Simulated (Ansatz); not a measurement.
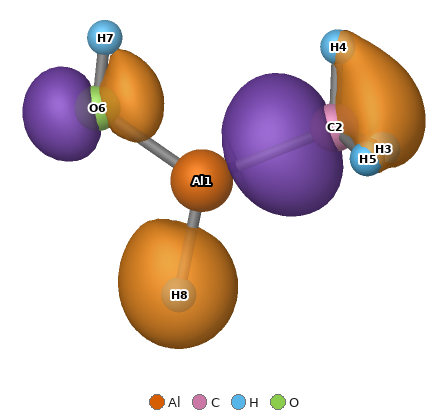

CH5AlO. The HOMO at ±0.15 Å⁻³ᐟ² (orange and purple are the two phases), seen across its widest extent.

Level of theory: RKS PBE/6-31G* in Ansatz.

```xyz
8

Al   -0.0675    0.0008   -0.0421
C     0.0472   -0.0285    1.9240
H    -0.7771   -0.6334    2.3453
H     0.9943   -0.4313    2.3215
H    -0.0768    0.9935    2.3283
O     1.2203   -0.5203   -1.0802
H     2.0444   -0.8405   -0.6713
H    -1.3529    0.5080   -0.8489
```

Q: What is the character of this orbital?

A: By Hirshfeld shares it lies mainly on C2 (about 35 %), Al1 (about 20 %), O6 (about 15 %) and H8 (about 15 %). Its energy is −6.48 eV.
